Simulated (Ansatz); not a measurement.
Geometry relaxation of C$_{2}$H$_{8}$BFSi

System: C$_{2}$H$_{8}$BFSi.
Method: RKS PBE-D4/def2-SVP (Ansatz 0.2.0).

The geometry: force-field start. Figures and captions count atoms from 1; the log counts them from 0 in places.

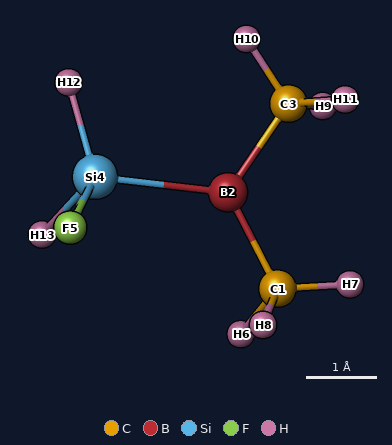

The input geometry (ball-and-stick view, seen at a tilt; atoms are numbered from 1 in the order of the input).

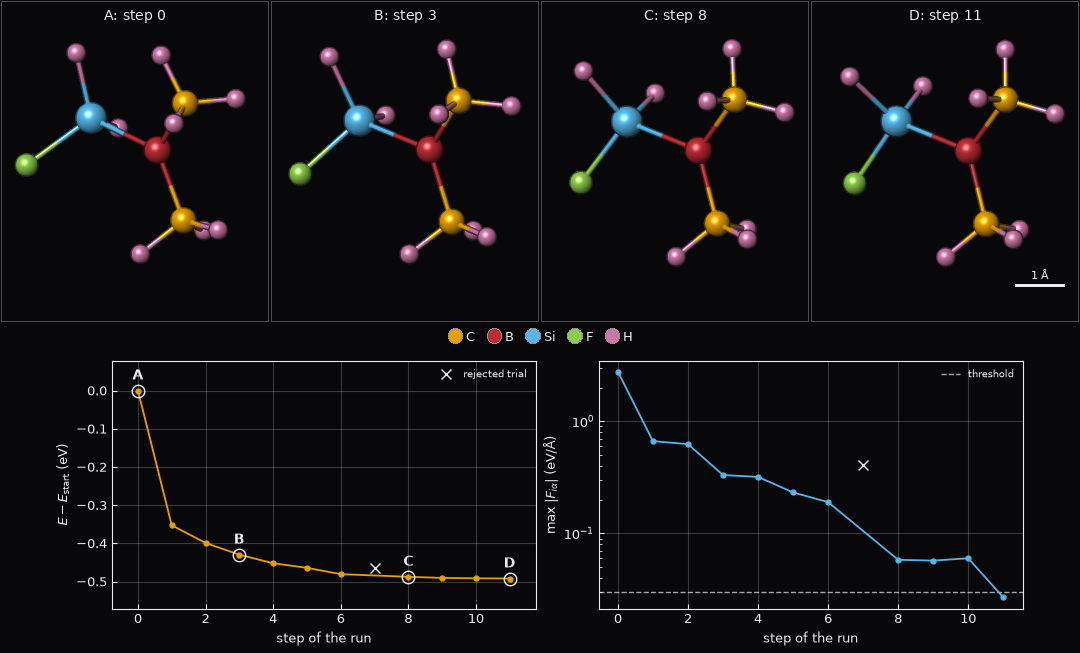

Frames of the relaxation (ball-and-stick view, seen at a tilt) above the curves, on which the letters mark them (the first geometry is step 0 here and step 1 in the log).

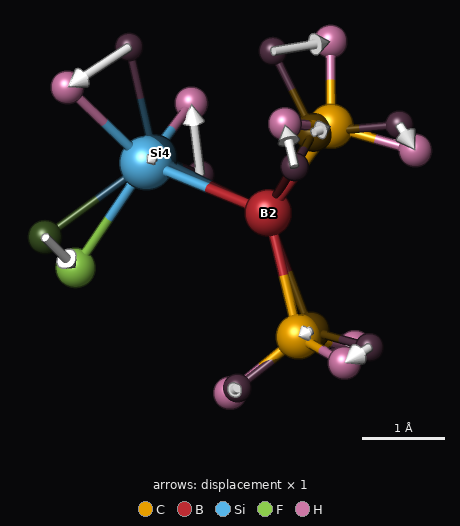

Start (faint) and end (solid) with the displacements as white arrows, at true length (ball-and-stick view, seen at a tilt). The two geometries are laid on each other by the best rigid fit. H12 moves most after the best rigid fit: 1.04 Å. Largest moves by element: H 1.04 Å, F 0.82 Å, C 0.29 Å, Si 0.13 Å, B 0.05 Å. Among the contacts that change: Si4–H12 1.413 → 1.512 Å, B2–Si4 1.966 → 2.027 Å, Si4–H13 1.574 → 1.514 Å, C1–H7 1.064 → 1.109 Å. Among the angles that change: B2–C1–H8 107.6° → 115.0°, B2–C3–H11 109.0° → 103.7°, B2–C3–H10 111.5° → 116.6°. The energy falls by 0.492 eV in 11 geometry steps. Largest force component: 2.8 eV/Å at the start, 0.027 eV/Å at the end. The line search rejected the trial step at point 7 (counted from 0) and went back. (Atoms are counted from 1 in the order of the input.)

The input that produced these results follows, with the program's output.

## The input
```yaml
crystal:
  periodic: [false, false, false]
  atoms:
    - {symbol: C, position_ang: [-1.275800, -0.412600, 0.940100]}
    - {symbol: B, position_ang: [-0.019600, -0.140300, 0.055200]}
    - {symbol: C, position_ang: [1.090300, -1.245100, -0.002200]}
    - {symbol: Si, position_ang: [0.252400, 1.522100, -0.959100]}
    - {symbol: F, position_ang: [0.145800, 2.816800, 0.084500]}
    - {symbol: H, position_ang: [-2.217100, -0.325400, 0.268500]}
    - {symbol: H, position_ang: [-1.250200, -1.350000, 1.442300]}
    - {symbol: H, position_ang: [-1.367500, 0.451000, 1.684300]}
    - {symbol: H, position_ang: [0.704700, -2.176300, -0.341600]}
    - {symbol: H, position_ang: [1.959700, -0.918700, -0.619400]}
    - {symbol: H, position_ang: [1.501300, -1.417400, 1.057900]}
    - {symbol: H, position_ang: [1.475800, 1.509100, -1.665500]}
    - {symbol: H, position_ang: [-0.979300, 1.652000, -1.930200]}
basis:
  gaussian: {orbitals: def2-SVP}
hamiltonian: {xc: pbe, dispersion: d4}
relax: {f_tol: 0.03, max_steps: 200}
```

Run as:
```bash
ansatz run in.yaml --threads 4 --pin off --events-out ev --progress --plain --max-ram 10444MiB
```

## Output
```
Functional definition: PBE
  name "PBE"
  cite "Perdew, Burke & Ernzerhof, Phys. Rev. Lett. 77, 3865 (1996) doi:10.1103/PhysRevLett.77.3865"
  parent pbe
  parameter kappa = 0.804
  parameter beta = 0.06672455060314922
  exchange = pbe_x(kappa = kappa, mu = beta*pi^2/3)
  correlation = pbe_c(beta = beta)
1278 factors; their error is unknown
mean field evaluation 1: about -13445.7573 eV, gradient 7.2e1 eV
mean field evaluation 2: about -13426.8134 eV, gradient 1.1e2 eV
mean field evaluation 4: about -13458.1473 eV, gradient 9.6e0 eV
mean field evaluation 8: about -13458.3144 eV, gradient 1.4e-1 eV
mean field evaluation 16: about -13458.2467 eV, gradient 2.3e-4 eV
mean field -13458.24665252 eV, -494.5814421530 hartree, gradient 6.8e-5 eV, S^2 0.000000; 0 other end points of the search recorded, 0 dependent functions left out
the calculation of the forces begins
reference -13458.24669002 eV, -494.5814435309 hartree; 24, 24 occupied and 90, 90 virtual orbitals, 1278 factors
relax step   1: F+E_penalty+E_count = -13458.49342218 eV  Δ(F+E_penalty+E_count) = +0.000e0 eV  max|allowed force component| = 2.764e0 eV/Å  Δτ_max = 0.0000 Å  (27 SCF iters, accepted)
these checks for a lower state are left out or cut short: starts, cluster_reference, orbital_swaps, neighbouring_geometries, increment
1278 factors; their error is unknown
mean field -13458.60398502 eV, -494.5945738802 hartree, gradient 8.3e-6 eV, S^2 0.000000; 0 other end points of the search recorded, 0 dependent functions left out
[... from here on the field's lines of each further geometry are left out, up to the last ...]
relax step   2: F+E_penalty+E_count = -13458.84610731 eV  Δ(F+E_penalty+E_count) = -3.527e-1 eV  max|allowed force component| = 6.651e-1 eV/Å  Δτ_max = 0.1521 Å  (28 SCF iters, accepted)
relax step   3: F+E_penalty+E_count = -13458.89228592 eV  Δ(F+E_penalty+E_count) = -4.618e-2 eV  max|allowed force component| = 6.256e-1 eV/Å  Δτ_max = 0.2000 Å  (27 SCF iters, accepted)
relax step   4: F+E_penalty+E_count = -13458.92316664 eV  Δ(F+E_penalty+E_count) = -3.088e-2 eV  max|allowed force component| = 3.316e-1 eV/Å  Δτ_max = 0.1181 Å  (27 SCF iters, accepted)
relax step   5: F+E_penalty+E_count = -13458.94551572 eV  Δ(F+E_penalty+E_count) = -2.235e-2 eV  max|allowed force component| = 3.191e-1 eV/Å  Δτ_max = 0.1968 Å  (27 SCF iters, accepted)
relax step   6: F+E_penalty+E_count = -13458.95753778 eV  Δ(F+E_penalty+E_count) = -1.202e-2 eV  max|allowed force component| = 2.321e-1 eV/Å  Δτ_max = 0.1062 Å  (28 SCF iters, accepted)
relax step   7: F+E_penalty+E_count = -13458.97405863 eV  Δ(F+E_penalty+E_count) = -1.652e-2 eV  max|allowed force component| = 1.902e-1 eV/Å  Δτ_max = 0.1951 Å  (28 SCF iters, accepted)
relax step   8: F+E_penalty+E_count = -13458.95795594 eV  Δ(F+E_penalty+E_count) = +1.610e-2 eV  max|allowed force component| = 4.052e-1 eV/Å  Δτ_max = 0.1609 Å  (27 SCF iters, rejected (line search))
relax step   9: F+E_penalty+E_count = -13458.98102633 eV  Δ(F+E_penalty+E_count) = -6.968e-3 eV  max|allowed force component| = 5.822e-2 eV/Å  Δτ_max = 0.0803 Å  (29 SCF iters, accepted)
relax step  10: F+E_penalty+E_count = -13458.98390174 eV  Δ(F+E_penalty+E_count) = -2.875e-3 eV  max|allowed force component| = 5.725e-2 eV/Å  Δτ_max = 0.0995 Å  (29 SCF iters, accepted)
relax step  11: F+E_penalty+E_count = -13458.98492758 eV  Δ(F+E_penalty+E_count) = -1.026e-3 eV  max|allowed force component| = 6.004e-2 eV/Å  Δτ_max = 0.0381 Å  (27 SCF iters, accepted)
the calculation of the forces begins
reference -13458.74227342 eV, -494.5996558849 hartree; 24, 24 occupied and 90, 90 virtual orbitals, 1278 factors
relax step  12: F+E_penalty+E_count = -13458.98548472 eV  Δ(F+E_penalty+E_count) = -5.571e-4 eV  max|allowed force component| = 2.694e-2 eV/Å  Δτ_max = 0.0420 Å  (27 SCF iters, accepted)
1278 factors; their error is unknown
mean field evaluation 96: about -13458.8097 eV, gradient 1.7e-1 eV
mean field -13458.74223527 eV, -494.5996544829 hartree, gradient 1.5e-5 eV, S^2 0.000000; 1 other end points of the search recorded, 0 dependent functions left out
the calculation of the forces begins
reference -13458.74227342 eV, -494.5996558849 hartree; 24, 24 occupied and 90, 90 virtual orbitals, 1278 factors
Total energy: -13458.98552287 eV, -494.6085951374 hartree
Atom 0 at    -1.195503    -0.316119     1.107742 Å, force     0.011934     0.006394    -0.000943 eV/Å
Atom 1 at    -0.008884    -0.176068     0.095611 Å, force    -0.008095     0.005089     0.004483 eV/Å
Atom 2 at     0.958677    -1.372057    -0.216923 Å, force    -0.008444     0.006598    -0.002528 eV/Å
Atom 3 at     0.264424     1.589716    -0.861355 Å, force     0.005240     0.002336    -0.018125 eV/Å
Atom 4 at    -0.650272     2.787450    -0.175779 Å, force     0.011686    -0.020212    -0.010861 eV/Å
Atom 5 at    -2.067869    -0.567261     0.452167 Å, force    -0.007693    -0.004238     0.002857 eV/Å
Atom 6 at    -1.102691    -1.151173     1.832222 Å, force    -0.005414    -0.008693     0.005732 eV/Å
Atom 7 at    -1.484601     0.620998     1.623922 Å, force    -0.004669     0.000804     0.002307 eV/Å
Atom 8 at     0.515604    -2.374129    -0.037858 Å, force     0.000556    -0.000691     0.000246 eV/Å
Atom 9 at     1.466347    -1.354708    -1.202301 Å, force     0.003359     0.000065    -0.004988 eV/Å
Atom 10 at     1.771651    -1.260271     0.543739 Å, force     0.004948    -0.003245     0.003894 eV/Å
Atom 11 at     1.703713     2.051543    -0.832029 Å, force    -0.018659     0.004835    -0.009015 eV/Å
Atom 12 at    -0.150096     1.487278    -2.314358 Å, force     0.015250     0.010958     0.026941 eV/Å
Dipole moment:     0.088005    -0.469522     0.060801 e Å
```

## Trajectory as extended XYZ (Å, eV, eV/Å), 12 frames, from step=1 to step=12
```
13
Properties=species:S:1:pos:R:3:forces:R:3 step=1 energy=-13458.49342
C    -1.2758   -0.4126    0.9401   -1.0563   2.3398  -1.0356
B    -0.0196   -0.1403    0.0552    0.0794  -0.9400   0.7466
C     1.0903   -1.2451   -0.0022    1.5078   1.7055   0.9840
Si    0.2524    1.5221   -0.9591   -2.7643   0.6670   0.3932
F     0.1458    2.8168    0.0845    0.2117  -0.1043  -0.2901
H    -2.2171   -0.3254    0.2685    0.9113  -0.1164   0.8579
H    -1.2502   -1.3500    1.4423   -0.1605  -1.3478   0.8148
H    -1.3675    0.4510    1.6843   -0.0956  -0.6935  -0.5005
H     0.7047   -2.1763   -0.3416   -0.5417  -1.5802  -0.4909
H     1.9597   -0.9187   -0.6194   -0.0537  -0.4282   0.0306
H     1.5013   -1.4174    1.0579   -0.4897   0.0925  -0.8486
H     1.4758    1.5091   -1.6655    1.6437   0.3359  -0.9596
H    -0.9793    1.6520   -1.9302    0.8081   0.0697   0.2981
13
Properties=species:S:1:pos:R:3:forces:R:3 step=2 energy=-13458.84611
C    -1.2781   -0.4028    0.9528   -0.1683   0.6651  -0.1716
B     0.0232   -0.1653    0.1063   -0.1186  -0.5202  -0.0891
C     1.1318   -1.2836   -0.0034    0.4564   0.6169   0.2415
Si    0.1926    1.5439   -0.9465   -0.6251   0.5648  -0.1000
F     0.0766    2.8647    0.0575    0.0332  -0.1646  -0.0479
H    -2.1854   -0.3075    0.2916    0.3212  -0.0804   0.1940
H    -1.3141   -1.3606    1.4854   -0.0902  -0.3165   0.2290
H    -1.4081    0.4425    1.6803    0.0212  -0.2236  -0.1205
H     0.6971   -2.2525   -0.2900   -0.1754  -0.3656  -0.0606
H     2.0062   -1.0580   -0.6588   -0.2387  -0.0868   0.1041
H     1.5355   -1.4397    1.0352   -0.1252  -0.0176  -0.2172
H     1.4550    1.6528   -1.7030    0.5748   0.0964  -0.1962
H    -0.9117    1.7313   -1.9927    0.1345  -0.1679   0.2346
13
Properties=species:S:1:pos:R:3:forces:R:3 step=3 energy=-13458.89229
C    -1.2780   -0.4101    0.9714    0.0992   0.1841  -0.2119
B     0.0058   -0.2051    0.0725   -0.4684   0.5253   0.3382
C     1.1000   -1.2850   -0.0372    0.4969  -0.6256  -0.2338
Si    0.2234    1.5703   -0.9351   -0.1456   0.0250   0.0232
F    -0.0344    2.8759    0.0582    0.0273  -0.1530  -0.0308
H    -2.1760   -0.3424    0.3126   -0.0043  -0.0089   0.0174
H    -1.3457   -1.3553    1.5482    0.0861   0.0102  -0.0275
H    -1.3955    0.4560    1.6605   -0.0243  -0.0092   0.0272
H     0.6679   -2.3031   -0.1735    0.0082   0.0185   0.0450
H     1.8859   -1.1240   -0.8043   -0.0026  -0.0252   0.0821
H     1.6106   -1.3403    0.9590   -0.0667   0.0736  -0.0829
H     1.5751    1.7602   -1.5874   -0.0356  -0.0014   0.0902
H    -0.8186    1.6680   -2.0300    0.0298  -0.0134  -0.0363
13
Properties=species:S:1:pos:R:3:forces:R:3 step=4 energy=-13458.92317
C    -1.2692   -0.3870    0.9815    0.0779   0.0663  -0.0621
B     0.0057   -0.2055    0.0766   -0.2554   0.3197   0.0869
C     1.0880   -1.3116   -0.0675    0.2259  -0.3316  -0.0935
Si    0.2183    1.5674   -0.9258   -0.0440   0.0492   0.0970
F    -0.1347    2.8571    0.0586    0.0033  -0.1231  -0.0277
H    -2.1706   -0.3463    0.3249    0.0159  -0.0027   0.0009
H    -1.3195   -1.3244    1.5728    0.0289   0.0171  -0.0006
H    -1.3925    0.4904    1.6547   -0.0286  -0.0160   0.0177
H     0.6568   -2.3351   -0.1393   -0.0018   0.0247   0.0086
H     1.8456   -1.1683   -0.8636   -0.0024  -0.0330   0.0143
H     1.6420   -1.3186    0.9059   -0.0332   0.0592  -0.0316
H     1.6029    1.8011   -1.4802   -0.0006   0.0072   0.0279
H    -0.7524    1.6459   -2.0839    0.0141  -0.0370  -0.0378
13
Properties=species:S:1:pos:R:3:forces:R:3 step=5 energy=-13458.94552
C    -1.2512   -0.3558    1.0023    0.0167  -0.0157   0.0764
B     0.0034   -0.2017    0.0753    0.1076  -0.0099  -0.0962
C     1.0590   -1.3500   -0.1170    0.0098  -0.0987   0.1626
Si    0.2312    1.5705   -0.9030   -0.0614   0.2996   0.1053
F    -0.3086    2.8259    0.0596    0.1237  -0.3191  -0.2626
H    -2.1556   -0.3582    0.3468    0.0308  -0.0045  -0.0009
H    -1.2778   -1.2805    1.6166   -0.0130   0.0388  -0.0084
H    -1.3905    0.5371    1.6510   -0.0234  -0.0268  -0.0114
H     0.6230   -2.3790   -0.0746    0.1008   0.2144  -0.0396
H     1.7622   -1.2534   -0.9723   -0.0991  -0.0580   0.0765
H     1.6899   -1.2706    0.8150   -0.1208   0.0025  -0.2005
H     1.6565    1.8997   -1.3184   -0.1758  -0.0245   0.0773
H    -0.6210    1.5812   -2.1665    0.1041   0.0020   0.1214
13
Properties=species:S:1:pos:R:3:forces:R:3 step=6 energy=-13458.95754
C    -1.2376   -0.3462    1.0144    0.0341  -0.0094   0.0990
B     0.0062   -0.2011    0.0710    0.0609  -0.0144  -0.0689
C     1.0450   -1.3609   -0.1336   -0.0005  -0.0919   0.0961
Si    0.2331    1.5733   -0.8983   -0.0040   0.2321   0.0878
F    -0.3924    2.8065    0.0337    0.1037  -0.2292  -0.1961
H    -2.1441   -0.3701    0.3630    0.0101  -0.0093  -0.0183
H    -1.2540   -1.2602    1.6452   -0.0098   0.0347  -0.0212
H    -1.3846    0.5560    1.6474   -0.0218  -0.0173  -0.0107
H     0.6014   -2.3827   -0.0536    0.0899   0.1735  -0.0323
H     1.7147   -1.2942   -1.0179   -0.0771  -0.0293   0.0856
H     1.7096   -1.2624    0.7704   -0.0909  -0.0079  -0.1584
H     1.6725    1.9435   -1.2230   -0.1909  -0.0361   0.0386
H    -0.5491    1.5636   -2.2039    0.0964   0.0044   0.0987
13
Properties=species:S:1:pos:R:3:forces:R:3 step=7 energy=-13458.97406
C    -1.2071   -0.3236    1.0715   -0.0880  -0.0471  -0.0779
B     0.0198   -0.1799    0.1018   -0.1902  -0.0034   0.1000
C     1.0002   -1.3693   -0.1736    0.1143   0.0371  -0.0227
Si    0.2528    1.5873   -0.8639    0.0687  -0.0864  -0.0692
F    -0.5122    2.8078   -0.0534   -0.0245   0.0441   0.0259
H    -2.0773   -0.4611    0.3792    0.0289  -0.0175  -0.0421
H    -1.2088   -1.2143    1.7334    0.0669   0.0294   0.0287
H    -1.4751    0.5896    1.6403    0.0804   0.0247   0.0262
H     0.5659   -2.3810   -0.0469   -0.0744  -0.0255   0.0104
H     1.5906   -1.3257   -1.1095   -0.0052  -0.0035  -0.0535
H     1.7507   -1.2681    0.6503    0.0198   0.0130   0.0373
H     1.6877    1.9988   -1.0733    0.0415   0.0390   0.0493
H    -0.3669    1.5047   -2.2410   -0.0382  -0.0040  -0.0122
13
Properties=species:S:1:pos:R:3:forces:R:3 step=8 energy=-13458.95796 accepted=F
C    -1.2229   -0.3344    1.0658    0.2279   0.1313   0.0068
B    -0.0323   -0.1993    0.0585    0.4052   0.1757   0.0611
C     0.9897   -1.3631   -0.1941   -0.2780  -0.1178  -0.0293
Si    0.2723    1.5779   -0.8764   -0.2677   0.0146   0.0765
F    -0.5745    2.7727   -0.0989    0.0297   0.0068  -0.0215
H    -2.1213   -0.5159    0.4291   -0.0905  -0.0081   0.0812
H    -1.1204   -1.1745    1.7817   -0.1071  -0.0706  -0.0325
H    -1.4099    0.6140    1.6119   -0.1493  -0.0435  -0.0366
H     0.5265   -2.3611   -0.0381    0.1289  -0.0554  -0.0086
H     1.5506   -1.3459   -1.1497    0.0271   0.0073   0.0184
H     1.7415   -1.2363    0.6242    0.0052  -0.0181  -0.0161
H     1.7160    2.0354   -0.9192   -0.0874  -0.0803  -0.0798
H    -0.2949    1.4957   -2.2802    0.1559   0.0579  -0.0194
13
Properties=species:S:1:pos:R:3:forces:R:3 step=9 energy=-13458.98103
C    -1.2103   -0.3270    1.0793   -0.0213  -0.0093  -0.0098
B     0.0040   -0.1828    0.0993   -0.0582   0.0180   0.0130
C     0.9897   -1.3686   -0.1873    0.0345   0.0284  -0.0035
Si    0.2556    1.5865   -0.8622    0.0400  -0.0321  -0.0315
F    -0.5472    2.8135   -0.0950   -0.0120  -0.0190   0.0138
H    -2.0863   -0.4906    0.4016    0.0072  -0.0111  -0.0118
H    -1.1779   -1.2006    1.7623    0.0178   0.0055   0.0126
H    -1.4650    0.5972    1.6366    0.0128   0.0060   0.0150
H     0.5565   -2.3799   -0.0418   -0.0312   0.0022   0.0026
H     1.5544   -1.3317   -1.1404   -0.0072   0.0001  -0.0129
H     1.7574   -1.2548    0.6198    0.0111  -0.0005   0.0054
H     1.6987    2.0091   -0.9944    0.0091   0.0103   0.0151
H    -0.3090    1.4950   -2.2631   -0.0026   0.0015  -0.0079
13
Properties=species:S:1:pos:R:3:forces:R:3 step=10 energy=-13458.98390
C    -1.2044   -0.3220    1.1008   -0.0521   0.0178  -0.0297
B    -0.0058   -0.1764    0.1027    0.0038  -0.0011  -0.0076
C     0.9697   -1.3656   -0.2067    0.0534   0.0013   0.0055
Si    0.2686    1.5852   -0.8619   -0.0466   0.0444  -0.0083
F    -0.6046    2.7939   -0.1383    0.0402  -0.0351  -0.0389
H    -2.0750   -0.5416    0.4272    0.0505   0.0054   0.0492
H    -1.1373   -1.1742    1.8098    0.0038   0.0285  -0.0214
H    -1.4862    0.6113    1.6312    0.0134  -0.0414  -0.0142
H     0.5317   -2.3717   -0.0399    0.0034  -0.0075   0.0043
H     1.4971   -1.3393   -1.1832   -0.0274   0.0031   0.0371
H     1.7692   -1.2489    0.5704   -0.0287  -0.0189  -0.0315
H     1.7135    2.0338   -0.9015   -0.0514  -0.0123  -0.0016
H    -0.2161    1.4808   -2.2958    0.0376   0.0159   0.0572
13
Properties=species:S:1:pos:R:3:forces:R:3 step=11 energy=-13458.98493
C    -1.2024   -0.3220    1.1027    0.0199   0.0135  -0.0028
B    -0.0105   -0.1784    0.0975    0.0256   0.0012  -0.0104
C     0.9652   -1.3687   -0.2099   -0.0149  -0.0036   0.0000
Si    0.2652    1.5858   -0.8623   -0.0101   0.0600  -0.0344
F    -0.6246    2.7910   -0.1551    0.0219  -0.0346  -0.0194
H    -2.0758   -0.5529    0.4409   -0.0054  -0.0033   0.0154
H    -1.1200   -1.1656    1.8190   -0.0073  -0.0001  -0.0084
H    -1.4795    0.6134    1.6287   -0.0176  -0.0007   0.0028
H     0.5247   -2.3728   -0.0354    0.0104  -0.0022   0.0008
H     1.4827   -1.3479   -1.1904   -0.0008   0.0017   0.0053
H     1.7694   -1.2514    0.5599    0.0001  -0.0105  -0.0047
H     1.7079    2.0424   -0.8728   -0.0368  -0.0181   0.0091
H    -0.1818    1.4923   -2.3078    0.0149  -0.0033   0.0467
13
Properties=species:S:1:pos:R:3:forces:R:3 step=12 energy=-13458.98548
C    -1.1955   -0.3161    1.1077    0.0119   0.0064  -0.0009
B    -0.0089   -0.1761    0.0956   -0.0081   0.0051   0.0045
C     0.9587   -1.3721   -0.2169   -0.0084   0.0066  -0.0025
Si    0.2644    1.5897   -0.8614    0.0052   0.0023  -0.0181
F    -0.6503    2.7875   -0.1758    0.0117  -0.0202  -0.0109
H    -2.0679   -0.5673    0.4522   -0.0077  -0.0042   0.0029
H    -1.1027   -1.1512    1.8322   -0.0054  -0.0087   0.0057
H    -1.4846    0.6210    1.6239   -0.0047   0.0008   0.0023
H     0.5156   -2.3741   -0.0379    0.0006  -0.0007   0.0002
H     1.4663   -1.3547   -1.2023    0.0034   0.0001  -0.0050
H     1.7717   -1.2603    0.5437    0.0049  -0.0032   0.0039
H     1.7037    2.0515   -0.8320   -0.0187   0.0048  -0.0090
H    -0.1501    1.4873   -2.3144    0.0152   0.0110   0.0269
```

## Key numbers

| quantity | value |
| --- | --- |
| outcome | converged |
| total energy | −13458.9855 eV |
| mean-field energy | −13458.7423 eV |
| dispersion energy | −0.2432 eV |
| SCF solution under orbital rotations | stable |
| largest force (length of the vector) at the end | 0.033 eV/Å |
| dipole moment | 2.31 D |
| hardware | 4 threads of Intel Xeon, 15 GiB of memory available, shared host |
| wall time | 13 s (CPU time 42 s) |
| peak memory | 0.18 GiB |
